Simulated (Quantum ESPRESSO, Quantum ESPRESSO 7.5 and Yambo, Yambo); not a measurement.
# ZnWO4 (P2/c): the gap under hydrostatic strain

Aim: the gap of ZnWO4 (P2/c) under hydrostatic strain, by LDA and G0W0.

Main program and level: Quantum ESPRESSO 7.5 and Yambo 5.3.0; LDA and many-body steps on it, plane waves.

## Step 1: The starting structure

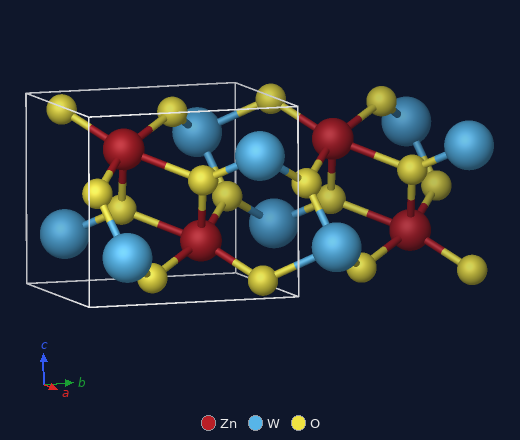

Start, viewed slightly off an axis; zinc red, tungsten blue, oxygen yellow. 1×2×1 cells are drawn. Some periodic images of atoms are drawn too.

The cell and positions come from the Crystallography Open Database and are kept as given unless a step says otherwise. Spin-orbit coupling is left out unless a step names it.

## Step 2: Ground state

This step: Quantum ESPRESSO 7.5; DFT, LDA, plane waves, norm-conserving pseudopotentials.

The ground-state density comes first.

The input, pw.in:

```
&control
  calculation = 'scf'
  prefix = 'x'
  outdir = 'o'
  pseudo_dir = 'pseudo'
/
&system
  ibrav = 0
  nat = 12
  ntyp = 3
  ecutwfc = 72.0
  nbnd = 68
  force_symmorphic = .true.
/
&electrons
  conv_thr = 1e-10
  electron_maxstep = 80
  mixing_beta = 0.5
/
ATOMIC_SPECIES
  Zn 65.38 Zn.upf
  W 183.84 W.upf
  O 15.999 O.upf
CELL_PARAMETERS angstrom
  4.6986000000 0.0000000000 0.0000000000
  0.0000000000 5.7293000000 0.0000000000
  -0.0529884090 0.0000000000 4.9364156144
ATOMIC_POSITIONS crystal
  Zn 0.5000000000 0.6840000000 0.2500000000
  Zn 0.5000000000 0.3160000000 0.7500000000
  W 0.0000000000 0.1825800000 0.2500000000
  W 0.0000000000 0.8174200000 0.7500000000
  O 0.2169000000 0.1051000000 0.9363000000
  O 0.7831000000 0.1051000000 0.5637000000
  O 0.7831000000 0.8949000000 0.0637000000
  O 0.2169000000 0.8949000000 0.4363000000
  O 0.2565000000 0.3777000000 0.3996000000
  O 0.7435000000 0.3777000000 0.1004000000
  O 0.7435000000 0.6223000000 0.6004000000
  O 0.2565000000 0.6223000000 0.8996000000
K_POINTS automatic
  4 4 4 0 0 0
```

The run is started by

```bash
$ OMP_NUM_THREADS=1 mpirun -n 8 pw.x -nk 8 -in pw.in > pw.out
```

Log:

```text
Program PWSCF v.7.5 starts

     This program is part of the open-source Quantum ESPRESSO suite
     for quantum simulation of materials; please cite
         "P. Giannozzi et al., J. Phys.:Condens. Matter 21 395502 (2009);
         "P. Giannozzi et al., J. Phys.:Condens. Matter 29 465901 (2017);
         "P. Giannozzi et al., J. Chem. Phys. 152 154105 (2020);
     in publications or presentations arising from this work. More details at
     Message from routine setup:
[...]
The total energy is the sum of the following terms:
     one-electron contribution =    -784.65813561 Ry
     hartree contribution      =     443.66689511 Ry
     xc contribution           =    -219.99812071 Ry
     ewald contribution        =    -842.99346540 Ry

     convergence has been achieved in  14 iterations

     XML data file, charge density, pseudopotentials, collected wavefunctions

=------------------------------------------------------------------------------=
   JOB DONE.
=------------------------------------------------------------------------------=
[key lines of the parts left out:]
!    total energy              =   -1403.98282660 Ry
```

Wall time 73 s (8 MPI ranks of Arm Neoverse V2, shared host); peak memory 1.5 GiB; 9.7 min of CPU time.

Numbers from this step:

```yaml
total_energy: -19102.1595 eV
gap: 2.882 eV
k_of_the_valence_top: 0, 0.25, 0.25
k_of_the_conduction_bottom: 0, -0.5, 0
least_direct_gap: 2.885 eV
```

The gap is indirect, with the least direct gap 0.003 eV higher.

## Step 3: Empty states on the mesh, 4×2×4 mesh, 149 bands

The sums over transitions need many empty states on a uniform mesh; this step solves for them.

Edit pw.in of step 2 so:

```diff
@@ -1,3 +1,3 @@
 &control
-  calculation = 'scf'
+  calculation = 'nscf'
   prefix = 'x'
@@ -11,3 +11,3 @@
   ecutwfc = 72.0
-  nbnd = 68
+  nbnd = 149
   force_symmorphic = .true.
@@ -15,5 +15,6 @@
 &electrons
-  conv_thr = 1e-10
+  conv_thr = 1e-9
   electron_maxstep = 80
-  mixing_beta = 0.5
+  diago_full_acc = .true.
+  diago_thr_init = 5e-6
 /
@@ -41,2 +42,2 @@
 K_POINTS automatic
-  4 4 4 0 0 0
+  4 2 4 0 0 0
```

The run is started by

```bash
$ OMP_NUM_THREADS=1 mpirun -n 8 pw.x -nk 4 -in pw.in > pw.out
```

Log:

```text
[banner, memory and clock lines left out]
Program PWSCF v.7.5 starts

     Atomic positions and unit cell read from directory:
     o/x.save/

     Message from routine setup:
     using ibrav=0 with symmetry is DISCOURAGED, use correct ibrav instead

     bravais-lattice index     =            0
     lattice parameter (alat)  =       8.8791  a.u.
     unit-cell volume          =     896.7644 (a.u.)^3
     number of atoms/cell      =           12
     number of atomic types    =            3
     number of electrons       =       116.00
[...]
48.1228  48.3917  48.4605  48.5475  48.9483

          k = 0.0000 0.0000-0.4759 (  9224 PWs)   bands (ev):

  -113.1786-113.1786 -67.7993 -67.7993 -67.7963 -67.7963 -67.7847 -67.7847
[...]
20.4983  20.4983  21.5370  21.5370  21.7973  21.7973  23.6555  23.6555
     [... 7 further rows ...]
    45.7186  45.7186  46.3385  46.3385  46.7188  46.7188  47.3116  47.3116
    47.7438  47.7438  48.5478  48.5478  49.0093

          k = 0.0000-0.4101 0.0000 (  9254 PWs)   bands (ev):

     [... further k-points ...]

     highest occupied, lowest unoccupied level (ev):     9.0571   11.9419

     XML data file, pseudopotentials, collected wavefunctions
```

The job ended after 32 s (8 MPI ranks; peak memory 0.99 GiB; 4.3 min of CPU time).

Numbers from this step:

- gap: 2.885 eV
- k of the valence top: 0, -0.5, 0
- k of the conduction bottom: 0, -0.5, 0
- least direct gap: 2.885 eV
- k points computed: 20
- lowest point of the top converged band, above the valence top: 39.67 eV

On this mesh the gap is 2.885 eV.

## Step 4: Conversion and set-up

This step: Yambo 5.3.0; conversion and set-up on LDA, plane waves, norm-conserving pseudopotentials.

The states are converted to the many-body program's format and the q mesh is built.

The run is started by

```bash
$ (cd o/x.save; p2y > p2y.log; mv SAVE ../..); yambo > setup.log
```

Log:

```text
 Yambo, version 5.3.0

 [02] CORE Variables Setup
 =========================

  [02.01] Unit cells
  ==================

  Cell kind             :  Unknown
  Atoms in the cell     :  Zn  W  O
  number of Zn atoms    :  2
  number of W  atoms    :  2
  number of O  atoms    :   8

  List of atomic masses
  Mass of Zn    :  65.38000
  Mass of W     :  183.8400
  Mass of O     :  15.99900

  List of atomic coordinates    : [cc]
  Zn1       :  4.414500  7.405537  2.332118  order 1
  Zn2       :  4.364433  3.421271  6.996355  order 2
[...]
rlu = crystal or reduced units; cc = cartesian coordinates; iku = interal k-units

 Q [ 1]         [rlu]:  0.000000  0.000000  0.000000
 Q [ 2]         [rlu]: -0.13368E-19   0.0000      0.25000
 Q [ 3]         [rlu]:  0.26737E-19   0.0000     -0.50000
[...]
Q [ 8]         [rlu]:  0.250000  0.000000  0.250000
 Q [ 9]         [rlu]:  0.250000  0.000000 -0.500000
 Q [10]         [rlu]:  0.250000  0.000000 -0.250000
     [... 8 further rows ...]
 Q [19]         [rlu]: -0.500000 -0.500000  0.250000
 Q [20]         [rlu]:  0.500000  0.500000 -0.500000

  [03.01] X indexes
  =================

   [03.01.01] Sigma indexes
   ========================

 [06] Game Over & Game summary
```

The job ended after 4 s (1 MPI rank; peak memory 0.26 GiB).

## Step 5: G0W0, strain +0 %

G0W0 replaces the xc potential by the self-energy, built once from these orbitals. Only a window of levels is corrected, while the sums run over the empty bands that the input names.

This step: G0W0 on LDA, plane waves, norm-conserving pseudopotentials.

The input, gw1.in:

```
HF_and_locXC
gw0
dyson
ppa
em1d
rim_cut
RandQpts= 1000000
RandGvec= 1 RL
EXXRLvcs= 72 Ry
VXCRLvcs= 288 Ry
Chimod= "HARTREE"
% BndsRnXp
 1 | 149 |
%
NGsBlkXp= 6 Ry
% LongDrXp
 1 | 1 | 1 |
%
% GbndRnge
 1 | 149 |
%
DysSolver= "n"
ExtendOut
PPAPntXp= 27.21138 eV
% QPkrange
 4 | 4 | 57 | 60 |
 1 | 1 | 57 | 60 |
%
```

The run is started by

```bash
$ OMP_NUM_THREADS=2 mpirun -n 4 yambo -F gw1.in -J gw1 -C gw1 > gw1.log
```

Log:

```text
 Yambo, version 5.3.0

 [02] CORE Variables Setup
 =========================

  [... cell, symmetries and grids as in the set-up ...]

  [02.05] Energies & Occupations
  ==============================

  [X] === General ===
  [X] Electronic Temperature                        :  0.000000  0.000000 [eV K]
  [X] Bosonic    Temperature                        :  0.000000  0.000000 [eV K]
  [X] Finite Temperature mode                       : no
  [X] El. density                                   :  0.87292E+24 [cm-3]
  [X] Fermi Level                                   :  9.057134 [eV]

  [X] === Gaps and Widths ===
  [X] Conduction Band Min                           :  2.884725 [eV]
  [X] Valence Band Max                              :  0.000000 [eV]
  [X] Filled Bands                                  :   58
  [X] Empty Bands                                   :   59  149
  [X] Direct Gap                                    :  2.884725 [eV]
  [X] Direct Gap localized at k                     :   4
  [X] Indirect Gap                                  :  2.884725 [eV]
  [X] Indirect Gap between kpts                     :   4   4
  [X] Last valence band width                       :  0.326436 [eV]
  [X] 1st conduction band width                     :  0.776284 [eV]

 [03] Transferred momenta grid and indexing
 ==========================================

 IBZ Q-points                                      :  20
 BZ  Q-points                                      :   32

 K/Q-points units:
 rlu = crystal or reduced units; cc = cartesian coordinates; iku = interal k-units

 Q [ 1]         [rlu]:  0.000000  0.000000  0.000000
 Q [ 2]         [rlu]: -0.13368E-19   0.0000      0.25000
 Q [ 3]         [rlu]:  0.26737E-19   0.0000     -0.50000
[...]
Q [ 8]         [rlu]:  0.250000  0.000000  0.250000
 Q [ 9]         [rlu]:  0.250000  0.000000 -0.500000
 Q [10]         [rlu]:  0.250000  0.000000 -0.250000
     [... 8 further rows ...]
 Q [19]         [rlu]: -0.500000 -0.500000  0.250000
 Q [20]         [rlu]:  0.500000  0.500000 -0.500000

 [04] Coloumb potential Random Integration (RIM)
 ===============================================

  [04.01] RIM initialization
  ==========================

  * Diagonal components only detected *

  8 x (sBL volume)        :  0.069151 [a.u.]
  sBZ random points       :  1000000
  Points outside the sBZ  :   7991605
  RL volume               :  0.276606 [a.u.]
  Integrated volume       :  0.276896 [a.u.]

  [04.02] RIM integrals
  =====================

  Gamma point sphere radius             :  0.074453 [a.u.]
  Points outside the sphere             :   799802
  [Int_sBZ(q=0) 1/q^2]*(Vol_sBZ)^(-1/3) =:  7.448448
                                 should be <:  7.795600

  Summary of Coulomb integrals for non-metallic bands |Q|[au] RIM/Bare

  Q [1] 0.100000E-4 0.955468 * Q [2] 0.168387 0.898496
[...]
wavefunctions                                    : Slater exchange(X)+Perdew & Wang(C)
  Global Gauge                                     : length
  X matrix size                                    :  231
  X band range                                     :    1  149
  X e/h energy range                               : -1.000000 -1.000000 [eV]
  X Time ordering                                  : R
  X Hxc Kernel                                     : HARTREE
  X Drude frequency                                :  0.000000  0.000000
  X poles                                          :  100.0000 [o/o]
  RL vectors in the sum                            :  11185
  [r,Vnl] included                                 : yes
  Field direction                                  :  0.577350E-5  0.577350E-5  0.577350E-5
  BZ energy Double Grid                            : no
  BZ energy DbGd points                            : 0
  BZ Q point size factor                           : -1.000000
  X Optical Averaged directions                    : none

 [07] Local Exchange-Correlation + Non-Local Fock
 ================================================

 [VXC] Plane waves :   73983
 [EXS] Plane waves :   9243

 QP @ state[ 1 ] K range:  1  1
 QP @ state[ 1 ] b range:   57   60
 QP @ state[ 2 ] K range:   4   4
 QP @ state[ 2 ] b range:   57   60

 [xc] Functional : Slater exchange(X)+Perdew & Wang(C)
 [xc] LIBXC used to calculate xc functional
  PP Number of Atomic Species                      :  3
  NLCC RL compoments                               :   73983
  PP Number of Atomic Species                      :  3
  NLCC RL compoments                               :   73983

 [xc] E_xc :  -79.56220 [Ha]
      E_xc :  -159.1244 [Ry]

  Local XC kind (lXC) : Slater exchange(X)+Perdew & Wang(C)
  Non-Local XC kind (nlXC) : Hartree-Fock

  Corrections @ K [1] :  [eV]
 <57|nlXC|57> = -25.06125  0.17511E-18 <57|lXC|57> = -19.93692 -0.37763E-15
 <58|nlXC|58> = -25.57491 -0.48076E-17 <58|lXC|58> = -20.58520  0.11329E-14
 <59|nlXC|59> = -12.56435  0.96684E-19 <59|lXC|59> = -17.73236  0.000000
[...]
Corrections @ K [4] :  [eV]
[...]
<59|nlXC|59> = -11.92157  0.70359E-18 <59|lXC|59> = -17.48153  0.18882E-15
 <60|nlXC|60> = -12.59259 -0.19219E-17 <60|lXC|60> = -18.31392  0.94408E-16

 [08] Dyson equation: Newton solver
 ==================================

  [08.01] G0W0 (W PPA)
  ====================

  [  GW  ] Bands range     :    1  149
  [GW/PPA] G damping       :  0.100000 [eV]

  QP @ state[ 1 ] K range:  1  1
  QP @ state[ 1 ] b range:   57   60
  QP @ state[ 2 ] K range:   4   4
  QP @ state[ 2 ] b range:   57   60

   Sc/G bands                                       :    1  149
   Sc/G damping                                     :  0.100000 ev
   Sc bands terminator                              : no
   Sx RL components                                 :   9243

   QP @ state[ 1 ] K range                          :  1  1
   QP @ state[ 1 ] b range                          :   57   60
   QP @ state[ 2 ] K range                          :   4   4
   QP @ state[ 2 ] b range                          :   57   60
   GF energies kind                                 : Slater exchange(X)+Perdew & Wang(C)
   GF WF`s kind                                     : Slater exchange(X)+Perdew & Wang(C)
   Xs energies kind                                 : Slater exchange(X)+Perdew & Wang(C)
   Xs WF`s kind                                     : Slater exchange(X)+Perdew & Wang(C)

 [11] Game Over & Game summary
```

Run time: 3 min. Hardware: 4 MPI ranks; peak memory 7.2 GiB.

Numbers from this step:

```yaml
g0w0_gap_on_the_points_computed: 4.875 eV
starting_gap_on_the_mesh: 2.885 eV
k_of_the_valence_top: 0, -0.5, 0
k_of_the_conduction_bottom: 0, -0.5, 0
least_direct_g0w0_gap_on_the_computed_points: 4.875 eV
z_at_the_valence_top: 0.7819
z_at_the_conduction_bottom: 0.8210
```

The gap on the mesh goes from 2.88 eV to 4.88 eV, a correction of +1.99 eV.

## Step 6: G0W0, strain -1 %

The cell differs from the one that the last finished run ended in (a 4.699 → 4.652 Å, b 5.729 → 5.672 Å, c 4.937 → 4.887 Å).

gw2.in, as its differences from gw1.in of step 5:

```diff
@@ -14,3 +14,3 @@
 %
-NGsBlkXp= 6 Ry
+NGsBlkXp= 231 RL
 % LongDrXp
```

The run is started by

```bash
$ OMP_NUM_THREADS=2 mpirun -n 4 yambo -F gw2.in -J gw2 -C gw2 > gw2.log
```

Log:

```text
 Yambo, version 5.3.0

 [02] CORE Variables Setup
 =========================

  [... cell, symmetries and grids as in the set-up ...]

  [02.05] Energies & Occupations
  ==============================

  [X] === General ===
  [X] Electronic Temperature                        :  0.000000  0.000000 [eV K]
  [X] Bosonic    Temperature                        :  0.000000  0.000000 [eV K]
  [X] Finite Temperature mode                       : no
  [X] El. density                                   :  0.89964E+24 [cm-3]
[...]
Sx RL components                                 :   9005

   QP @ state[ 1 ] K range                          :  1  1
   QP @ state[ 1 ] b range                          :   57   60
   QP @ state[ 2 ] K range                          :   4   4
   QP @ state[ 2 ] b range                          :   57   60
   GF energies kind                                 : Slater exchange(X)+Perdew & Wang(C)
   GF WF`s kind                                     : Slater exchange(X)+Perdew & Wang(C)
   Xs energies kind                                 : Slater exchange(X)+Perdew & Wang(C)
   Xs WF`s kind                                     : Slater exchange(X)+Perdew & Wang(C)

 [11] Game Over & Game summary
```

It took 3 min on 4 MPI ranks; peak memory 6.7 GiB; 22 min of CPU time.

This step gave:

* G0W0 gap on the points computed: 5.048 eV
* starting gap on the mesh: 2.997 eV
* k of the valence top: 0, -0.5, 0
* k of the conduction bottom: 0, -0.5, 0
* least direct G0W0 gap on the computed points: 5.048 eV

The gap on the mesh goes from 3.00 eV to 5.05 eV, a correction of +2.05 eV.

Ground state, empty states and screening of this cell were made anew, as for the first cell; those steps are not shown. 

## Step 7: G0W0, strain +1 %

The cell differs from the one that the last finished run ended in (a 4.652 → 4.746 Å, b 5.672 → 5.787 Å, c 4.887 → 4.986 Å).

gw3.in is the same as gw2.in of step 6.

The run is started by

```bash
$ OMP_NUM_THREADS=2 mpirun -n 4 yambo -F gw3.in -J gw3 -C gw3 > gw3.log
```

Log:

```text
 Yambo, version 5.3.0

 [02] CORE Variables Setup
 =========================

  [... cell, symmetries and grids as in the set-up ...]

  [02.05] Energies & Occupations
  ==============================

  [X] === General ===
  [X] Electronic Temperature                        :  0.000000  0.000000 [eV K]
  [X] Bosonic    Temperature                        :  0.000000  0.000000 [eV K]
  [X] Finite Temperature mode                       : no
  [X] El. density                                   :  0.84725E+24 [cm-3]
[...]
Sx RL components                                 :   9533

   QP @ state[ 1 ] K range                          :  1  1
   QP @ state[ 1 ] b range                          :   57   60
   QP @ state[ 2 ] K range                          :   4   4
   QP @ state[ 2 ] b range                          :   57   60
   GF energies kind                                 : Slater exchange(X)+Perdew & Wang(C)
   GF WF`s kind                                     : Slater exchange(X)+Perdew & Wang(C)
   Xs energies kind                                 : Slater exchange(X)+Perdew & Wang(C)
   Xs WF`s kind                                     : Slater exchange(X)+Perdew & Wang(C)

 [11] Game Over & Game summary
```

Elapsed: 3.1 min, on 4 MPI ranks; peak memory 7.5 GiB; 22 min of CPU time.

This step gave:

```
G0W0 gap on the points computed              : 4.699 eV
starting gap on the mesh                     : 2.770 eV
k of the valence top                         : 0, -0.5, 0
k of the conduction bottom                   : 0, -0.5, 0
least direct G0W0 gap on the computed points : 4.699 eV
```

The gap on the mesh goes from 2.77 eV to 4.70 eV, a correction of +1.93 eV.

Again on this cell's own states.

(Part 1 of 2 ends here.)

[Paths, hosts, dates, memory and timing lines, banners, echoed tables and standing remarks are left out of the program output.]

[Logs are printed without paths, hosts, clocks, repeated set-up lines and the standing remarks that a program may print on its own settings, such as how far it seeks lower states.]

[Runs of the session that timed out or met a known fault of the program may be left out.]

[Hosts, paths, dates, database ids (printed as entryN), source tags and the programs' standing remarks are cut or masked in the printed files.]
